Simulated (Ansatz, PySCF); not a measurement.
Stretching the N3–H4 bond in GeH3N (SMILES [NH2][GeH]) (multiplicity 1 held, fragments rigid). Energies count from the point at 1.008 Å.
Geometry at that point (charge 0, multiplicity 1):
```xyz
5

Ge    -0.14236     0.24007     0.31201
H     -0.50045     1.34586    -0.79743
N      0.51606    -0.92124    -0.93852
H      0.55853    -0.75427    -1.93200
H      0.88510    -1.82501    -0.68514
```

R- and RO- levels are restricted; in cc, def2 and unpolarised 6-31G sets they are followed outwards from rest. Unrestricted levels (U-) break spin symmetry where that is lower. Active spaces are followed from a long bond inwards. Levels need not reach the same state.

Cores are frozen in the correlated methods. Filled d and f shells under p-block atoms count as core. Rows in LANL2DZ carry no dispersion term and start afresh at each structure. LANL2DZ brings its own core potentials from Na on.

Run with Ansatz (a quantum-chemistry and plane-wave program); PySCF for LANL2DZ rows. Each number belongs to the level named beside it.

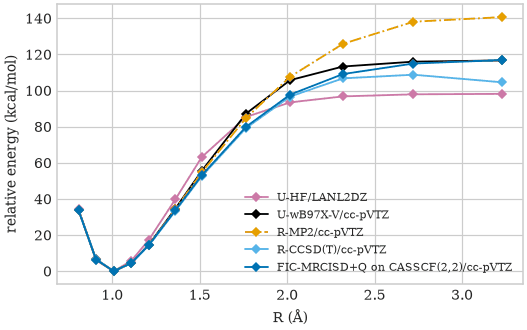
Figure. Relative energy along the coordinate

Doubts at one or more of the structures used: a spin-contaminated determinant (U-HF/LANL2DZ, U-wB97X-V/cc-pVTZ); a restricted determinant that unrestricted orbitals would lower (R-MP2/cc-pVTZ, R-CCSD(T)/cc-pVTZ); other coupled-cluster roots lie near (R-CCSD(T)/cc-pVTZ); T1 above 0.05 (R-CCSD(T)/cc-pVTZ).
